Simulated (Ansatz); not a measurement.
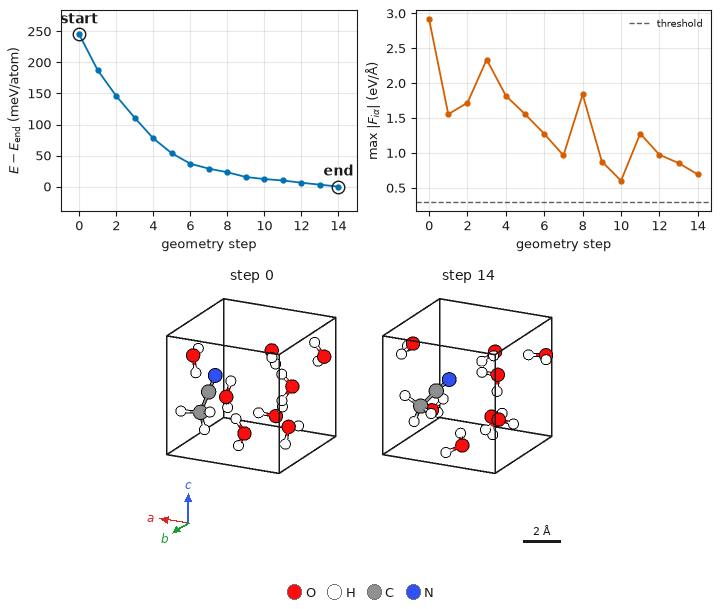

First and last geometry of a relaxation of an amorphous cell of composition H19C2NO8, with the history of the run. A ball-and-stick model of the cell of the calculation, seen from a free direction.

The cell holds 8 H2O + 1 CH3CN. The run prepares the start of a later molecular dynamics calculation, from a guessed geometry.

The calculation used Ansatz, DFT PBE-D3(BJ), scalar-relativistic, plane waves, PAW. (plane-wave cutoff 420 eV; k-point mesh 1 × 1 × 1; occupations fermi dirac; smearing width 0.02 eV; no spin polarisation; atoms relaxed in a fixed cell; force threshold 0.3 eV/Å; at most 15 steps)

Did the run converge, and what did it change?

Answer. The relaxation stopped without meeting its thresholds, so the last structure isn't shown to be converged. It used up its limit of 15 steps. An H atom moves most: 1.68 Å along [−3 1 −2]. Largest moves by element: H 1.68 Å, N 1.11 Å, O 1.08 Å, C 0.78 Å. The cell doesn't change. Near-neighbour distances that change, for instance: H–O 0.969 → 0.996 Å, C–C 1.461 → 1.445 Å, C–N 1.178 → 1.164 Å, C–H 1.092 → 1.100 Å. Among the angles between lasting bonds that change: C–C–N 180.0° → 177.3°, H–O–H 104.0° → 106.6°, H–O–H 104.0° → 101.8°. Over 14 geometry steps the energy falls by 245 meV per atom. The largest force component goes from 2.9 to 0.69 eV/Å. The run took 15 s on 1 thread of AMD EPYC 9R45 96-Core Processor (Zen 5), with other jobs on the host, peak memory 0.46 GiB.

```tsv
step	E − E(0), meV/atom	largest force component, eV/Å
0	0.00	2.9179
1	-57.65	1.5556
2	-99.16	1.7206
3	-134.30	2.3389
4	-167.41	1.8205
5	-191.40	1.5565
6	-208.25	1.2745
7	-216.17	0.9657
8	-221.99	1.8393
9	-229.63	0.8781
10	-232.95	0.6030
11	-235.23	1.2779
12	-238.90	0.9747
13	-241.98	0.8555
14	-245.13	0.6929
```

Limits of the set-up: the periodic images lie only 6.9 Å apart, so the values are limited by the cell's size.
